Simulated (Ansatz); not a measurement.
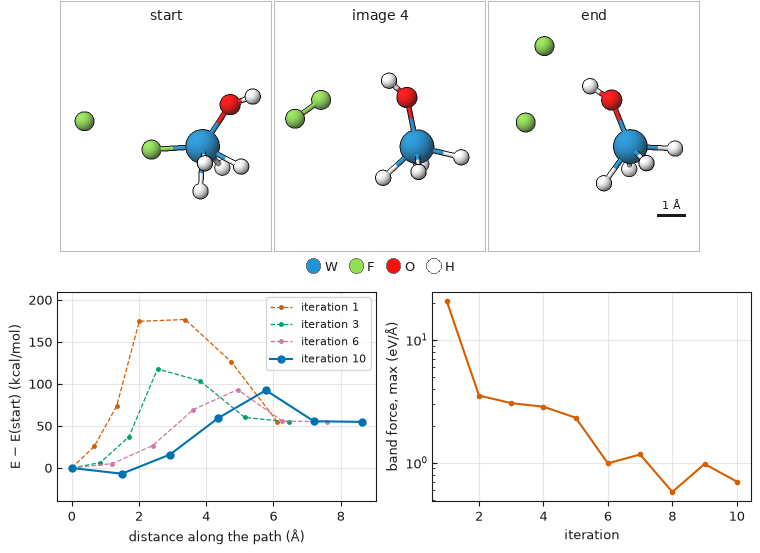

A nudged-elastic-band calculation for WH₅OF₂ (multiplicity 2), made up at the start of WH$_{5}$OF and F. Images are numbered from 0 (start) to 6 (end). The plot follows the band through its iterations. Style: ball-and-stick. Shown face on.

Method: UHF/def2-SVP in Ansatz 0.2.0. Set-up: 5 movable images; climbing image; force threshold 0.5 eV/Å; iteration limit 10; starting path through a guess of the saddle point.

Did the band converge, and can the barrier be trusted?

Answer. The result isn't final. The band hadn't converged when the run stopped after 10 iterations. The largest component of the band force went from 21 to 0.7 eV/Å. The barrier read from it is provisional, though the highest image hardly moved in the last two iterations. The force threshold is so loose that the height of the top is at best an upper bound. The first iteration put the highest image at 176.7 kcal/mol. Relative to the start the highest point is image 4 at +92.5 kcal/mol and the end lies at +54.8 kcal/mol, but the profile dips to −6.8 kcal/mol at image 1 on the way, so there may be an intermediate minimum, or an end is no minimum.

Limits of the set-up: the start holds two separate molecules, 2.7 Å apart at their closest, whose relative position is a soft coordinate and is computed without a dispersion correction; Hartree-Fock leaves out electron correlation.
